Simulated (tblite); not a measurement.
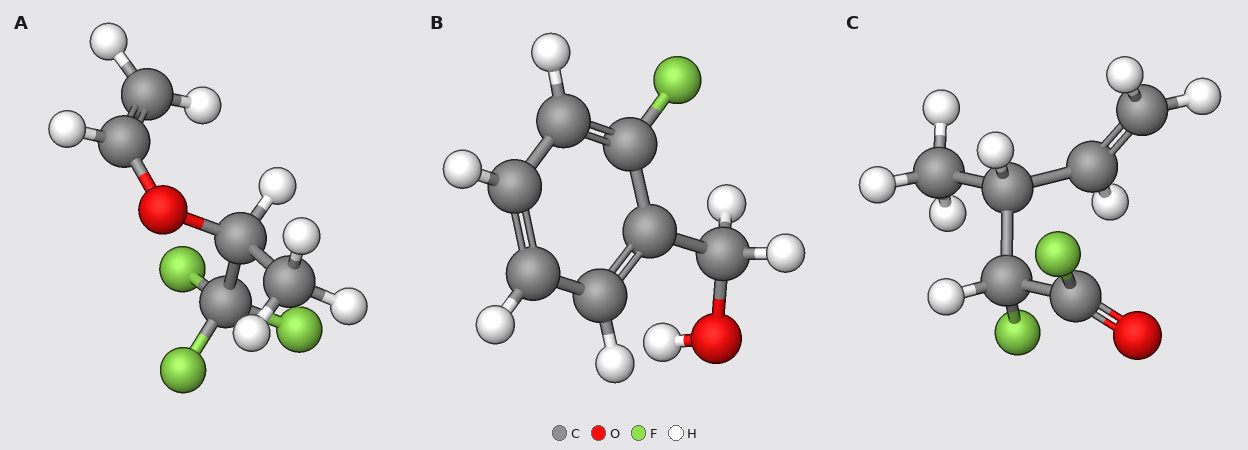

Source: calculation with tblite.

### Which panel belongs to which SMILES?
(1) OCc1ccccc1F
(2) C=C[C@@H](C)[C@@H](F)C(=O)F
(3) C=CO[C@@H](C)C(F)(F)F

A is (3), B is (1), C is (2).
